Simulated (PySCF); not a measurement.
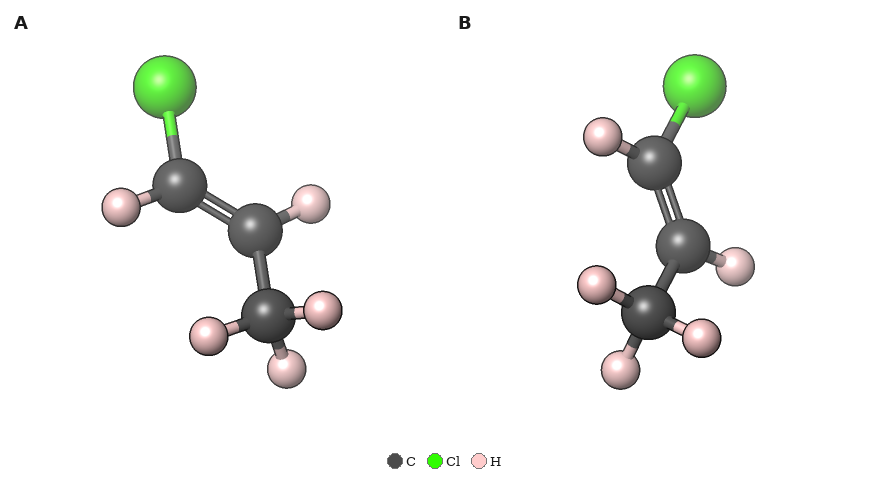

Atoms fade into the background with distance from the viewer. The geometry was computed by an optimisation with PBE0-D3(BJ)/def2-SVP. No frequency run is at hand to confirm it as a minimum.

### Can A be turned into B by a rotation alone?

Yes. They are the same structure, C3H5Cl (C/C=C/Cl), seen from two directions. With point group Cs it is achiral, so its mirror image would be the same too.
